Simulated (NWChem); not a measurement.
# One shape, several levels: SnF4 (SMILES [F][Sn]([F])([F])[F])

We compute a comparison of 3 runs (HF/STO-3G, HF/3-21G, MP2/def2-SVP) of SnF4. 

The calculation is run with NWChem 7.3.0.

**1. The molecule**

SnF4: 5 atoms, total charge 0, spin state singlet. As SMILES, `[F][Sn]([F])([F])[F]`. Geometry: relaxed at PBE0-D4/def2-TZVP.

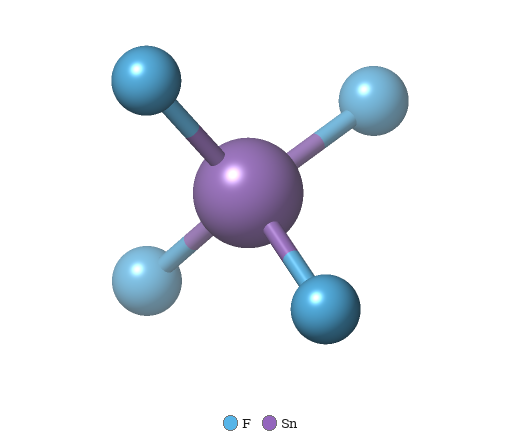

The structure, seen from a chosen angle (fluorine blue, tin purple).

**2. Energy and forces at HF/STO-3G (run 1)**

Input file f4sn.nw:

```
START f4sn
TITLE "F4Sn"
memory stack 880 mb heap 220 mb global 1100 mb
charge 0
GEOMETRY units angstrom noautosym nocenter noautoz
 F      0.130300    -0.871400     1.656700
 Sn     0.009900    -0.014700    -0.008300
 F     -1.285400     1.340000     0.078100
 F     -0.477600    -1.263800    -1.320800
 F      1.672500     0.736200    -0.447200
END
BASIS spherical bse
 * library STO-3G
END
SCF
 thresh 1e-08
 maxiter 80
 print low
END
TASK scf gradient
```

The run is started by

```
$ nwchem f4sn.nw > f4sn.out
```

The program printed:

```text
[...]
  functions       =    47
[...]
  wavefunction    = RHF
[...]
         Total SCF energy =  -6355.461469942766
      One-electron energy =  -9982.392297884933
      Two-electron energy =   3035.344864250239
 Nuclear repulsion energy =    591.585963691929
        Time for solution =      3.0s
[...]
                         RHF ENERGY GRADIENTS
    atom               coordinates                        gradient
                 x          y          z           x          y          z
   1 F       0.246231  -1.646707   3.130709    0.000217  -0.001575   0.003071
   2 Sn      0.018708  -0.027779  -0.015685   -0.000035   0.000013  -0.000006
   3 F      -2.429054   2.532233   0.147588   -0.002372   0.002475   0.000167
   4 F      -0.902533  -2.388236  -2.495950   -0.000885  -0.002293  -0.002414
   5 F       3.160567   1.391216  -0.845085    0.003075   0.001379  -0.000819
 Task  times  cpu:        3.8s     wall:        3.8s
 Total times  cpu:        3.9s     wall:        3.9s
```

Wall time 4.5 s (1 thread of AMD EPYC 9R45 (Zen 5), shared host); peak memory 0.1 GiB.

**3. Energy and forces at HF/3-21G (run 2)**

Input file f4sn.nw:

```
start f4sn
title "F4Sn"
memory 2200 mb

geometry noautosym nocenter noautoz
  F        0.130300      -0.871400       1.656700
  Sn       0.009900      -0.014700      -0.008300
  F       -1.285400       1.340000       0.078100
  F       -0.477600      -1.263800      -1.320800
  F        1.672500       0.736200      -0.447200
end

basis "ao basis" spherical bse
  F library 3-21G
  Sn library 3-21G
end

scf
  singlet
  rhf
  thresh 1e-08
  maxiter 80
  print low
end

task scf gradient
```

The run is started by

```
$ nwchem f4sn.nw > f4sn.out
```

The program printed:

```text
[...]
  functions       =    67
[...]
  wavefunction    = RHF
[...]
         Total SCF energy =  -6392.031031789927
      One-electron energy = -10005.329305204254
      Two-electron energy =   3021.712309722398
 Nuclear repulsion energy =    591.585963691929
        Time for solution =      3.6s
[...]
                         RHF ENERGY GRADIENTS
    atom               coordinates                        gradient
                 x          y          z           x          y          z
   1 F       0.246231  -1.646707   3.130709    0.000918  -0.006565   0.012769
   2 Sn      0.018708  -0.027779  -0.015685   -0.000043   0.000015  -0.000007
   3 F      -2.429054   2.532233   0.147588   -0.009914   0.010363   0.000671
   4 F      -0.902533  -2.388236  -2.495950   -0.003723  -0.009566  -0.010057
   5 F       3.160567   1.391216  -0.845085    0.012761   0.005753  -0.003377
 Task  times  cpu:        4.4s     wall:        4.4s
 Total times  cpu:        4.5s     wall:        4.5s
```

Wall time 5.1 s (1 thread of AMD EPYC 9R45 (Zen 5), shared host); peak memory 0.1 GiB.

**4. Energy and forces at MP2/def2-SVP (core potential) (run 3)**

Input file f4sn.nw:

```
echo
start f4sn
title "F4Sn mp2"
memory stack 880 mb heap 220 mb global 1100 mb
charge 0

geometry noautosym nocenter noautoz
  F      0.130300    -0.871400     1.656700
  Sn     0.009900    -0.014700    -0.008300
  F     -1.285400     1.340000     0.078100
  F     -0.477600    -1.263800    -1.320800
  F      1.672500     0.736200    -0.447200
end

basis "ao basis" spherical bse
  * library def2-SVP
end

ecp bse
  Sn library def2-SVP
end

scf
  thresh 1e-08
  maxiter 80
end

mp2
  freeze core 8
  tight
end

task mp2 gradient
```

The run is started by

```
$ nwchem f4sn.nw > f4sn.out
```

The program printed:

```text
[...]
  functions       =    82
[...]
  wavefunction    = RHF
[...]
         Total SCF energy =   -610.857751183290
      One-electron energy =  -1545.010109754548
      Two-electron energy =    626.850793176730
 Nuclear repulsion energy =    307.301565394528
        Time for solution =      7.4s
[...]
          Total MP2 energy          -611.716324261029
[...]
                         mp2 ENERGY GRADIENTS
    atom               coordinates                        gradient
                 x          y          z           x          y          z
   1 F       0.246231  -1.646707   3.130709   -0.001096   0.007775  -0.015103
   2 Sn      0.018708  -0.027779  -0.015685   -0.000038   0.000011  -0.000007
   3 F      -2.429054   2.532233   0.147588    0.011769  -0.012313  -0.000777
   4 F      -0.902533  -2.388236  -2.495950    0.004436   0.011343   0.011915
   5 F       3.160567   1.391216  -0.845085   -0.015071  -0.006815   0.003972
[...]
```

Run time: 20 s. Hardware: 1 thread of AMD EPYC 9R45 (Zen 5), shared host; peak memory 0.3 GiB.

**5. All runs side by side**

| run | level | module | core potential | energy (Eh) | largest force (eV/Å) | wall time |
| --- | --- | --- | --- | --- | --- | --- |
| 1 | HF/STO-3G | scf | – | -6355.461470 | 0.178 | 4.5 s |
| 2 | HF/3-21G | scf | – | -6392.031032 | 0.740 | 5.1 s |
| 3 | MP2/def2-SVP (core potential) | mp2 | def2-SVP | -611.716324 | 0.877 | 20 s |

**6. Results**

```
                                                      quantity          value
                                           run 3: total energy  -611.71632 Eh
run 3: dipole moment (of the density that the program reports)         0.00 D
                    run 3: HOMO energy (Hartree–Fock orbitals)      -17.70 eV
                    run 3: LUMO energy (Hartree–Fock orbitals)        0.42 eV
                  run 3: HOMO–LUMO gap (Hartree–Fock orbitals)       18.11 eV
            run 3: correlation energy (8 core orbitals frozen)     -858.6 mEh
                               run 3: largest force on an atom     0.877 eV/Å
```

What this shows: Some runs of one species differ in core potentials or relativity; totals across that change don't compare. In run 1 the basis is minimal, so the values are rough. In runs 1, 2 relativity is left out where basis or elements ask for it. All runs together took 29 s, the longest 20 s.
